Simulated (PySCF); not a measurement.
# C$_{2}$H$_{6}$Al$_{2}$Cl$_{3}$F: what the fields show

Input

```
{"job": {"kind": "uv", "xc": "wB97X-D", "basis": "def2-SVPD", "nstates": 8, "ntriplets": 3}, "charge": 0, "multiplicity": 1}
C     -2.439724     0.343217     0.613608
C     -1.454333    -0.321733    -0.365302
Al     0.299062     0.231146     0.379498
Cl     1.776589    -1.375007     0.645749
Al     3.152347    -0.363619    -0.749093
F      3.075021    -1.272096    -2.126481
Cl     4.852502     0.288195     0.119991
Cl     1.651784     1.221122    -1.046449
H     -2.305515     1.424776     0.614054
H     -3.476956     0.128476     0.359275
H     -2.259029    -0.002781     1.631218
H     -1.656738    -1.401894    -0.378713
H     -1.690006     0.023866    -1.381645
H      0.474319     1.075859     1.662125
```

Launched as:

```sh
OMP_NUM_THREADS=1 python probes_run.py task.json out
```

Geometry: GFN2-xTB.

Level of theory: PySCF, wB97X-D/def2-SVPD, SCF density, gas phase.

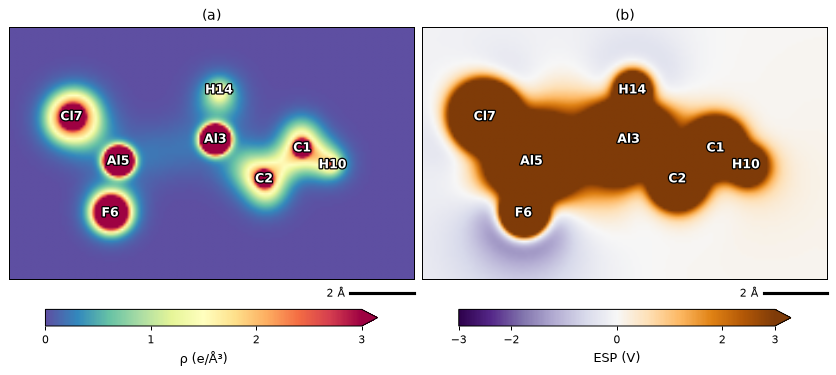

Figure 1. (a) electron density; (b) electrostatic potential on the plane of atoms C2, C1 and H10.

Question: Interpret the plot.

Answer: The plane passes through C, Al, F, Cl and H nuclei.
C–C (1.54 Å): ρ at the midpoint is about 1.6 e/Å³.
Al–F (1.65 Å): ρ at the midpoint is about 0.82 e/Å³.
C–Al (1.98 Å): ρ at the midpoint is about 0.72 e/Å³.
Al–Cl (2.02 Å): ρ at the midpoint is about 0.82 e/Å³.
C–H (1.09 Å): ρ is about 1.9 e/Å³ halfway.
Outside the dense part of the molecule the potential is most negative (−1.4 V) near F6.

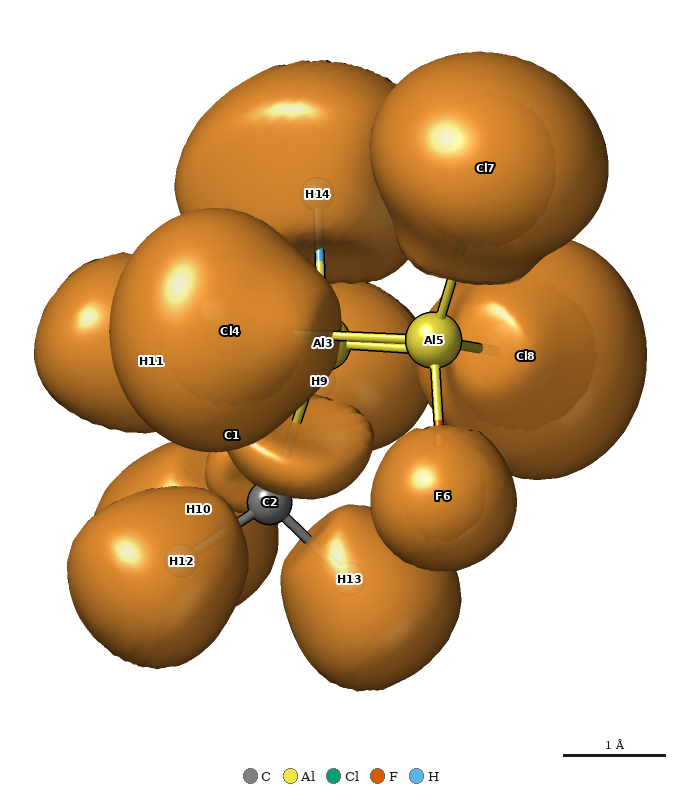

Figure 2. Isosurface of the ELF at 0.8 (orange), seen at an oblique angle. Only the valence region is drawn (cores and ρ < 0.01 e/Å³ removed).

Question: Identify the bonds, lone pairs and shells in this picture.

Answer: The ELF exceeds this value in one region between bonded Al–C atoms (shared pairs), one region between bonded C–C atoms (shared pairs), six regions around hydrogen nuclei, three regions on Cl in which the atom's valence shell and bonds are merged and one region wrapped around F (its valence shell). Profiles from the grid: C–C (1.54 Å): the ELF peaks at about 0.95 between the atoms (localised, covalent bonding). Al–F (1.65 Å): the ELF peaks at about 0.85 in the valence shell of F, 0.5 Å from its nucleus, and is about 0.30 at the midpoint.

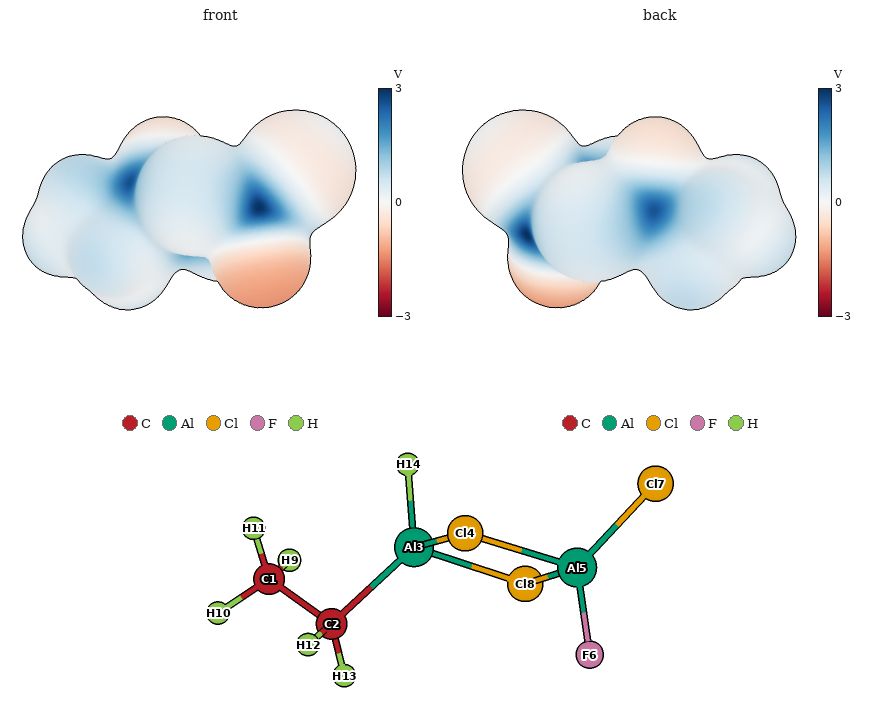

Figure 3. The electrostatic potential painted on the density surface at 0.002 e/bohr³, seen from the front and from behind; red is negative and blue positive. The bare structure is drawn below in the same view.

Question: Where is the surface potential most negative and most positive?

Answer: The most negative region (about −1.3 V) lies over F6, the most positive (about +2.6 V) over Al3 and Al5.

Question: What dipole moment does the calculation give?

Answer: Its dipole moment is 1.93 D.
